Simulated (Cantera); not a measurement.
Feed: 1 mol H2S, 2.9 mol O2, 1.3 mol N2, equilibrated at 20.0 Pa.

Equilibrium computed with Cantera from the NASA thermochemical tables; the gas is ideal and each condensed phase is pure. Candidate condensed phases: H2O, H2SO4, S; 60 gas species. Ions and electrons are included (thermal ionisation). Equilibrium is a limit: real reactors are often held back by kinetics, nucleation or transport.

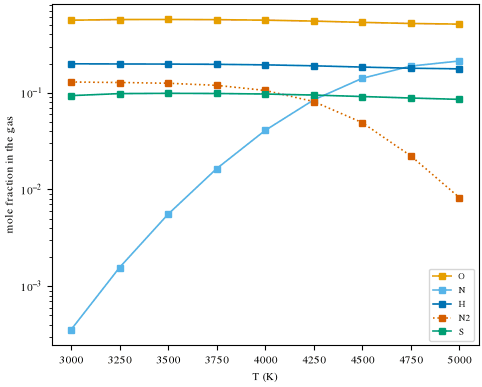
Fig. 1. Equilibrium gas composition (values under 1e-9 drawn at 1e-9)

**Question.** Read off the mole fractions at 3750 K.

**Answer.** O about 0.57, H about 0.20, N2 about 0.12, S about 0.098, N about 0.016.
